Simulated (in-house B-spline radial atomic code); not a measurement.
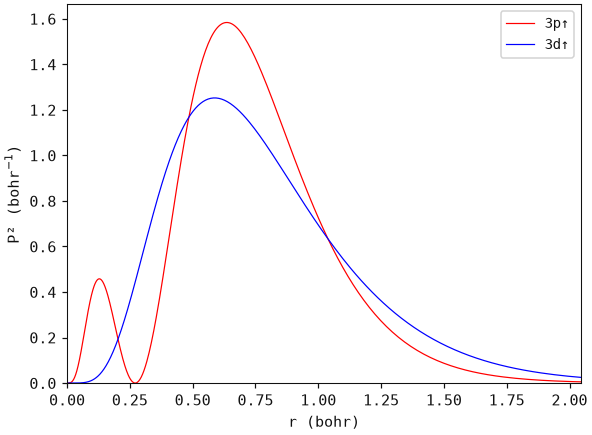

The nickel ion Ni⁵⁺ in the configuration [Ar] 3d5 (high spin). Method: scalar-relativistic (spin-free one-electron X2C) LDA (Slater, VWN5), spin-polarised, spherical fractional occupations, Fermi nucleus, basis-set limit; computed with an in-house B-spline radial code. Radial functions and radii carry no picture-change correction.

```
Z = 28
electrons = 23.0
configuration = [Ar] 3d5
hamiltonian = x2c
method = lda,vwn
spin_polarised = True
nucleus = fermi
rms_radius = 3.7757
mass_number = 58
atomic_mass = 57.93534165
speed_of_light = 137.035999084
```

The plot shows the radial probability densities P² of 3d up and 3p up.

Question: What does the plot show?

Answer: 3p up: outer maximum at 0.636 bohr, ⟨r⟩ = 0.742 bohr, 1 node, eigenvalue −159.7 eV; 3d up: outer maximum at 0.588 bohr, ⟨r⟩ = 0.787 bohr, 0 nodes, eigenvalue −95.1 eV.
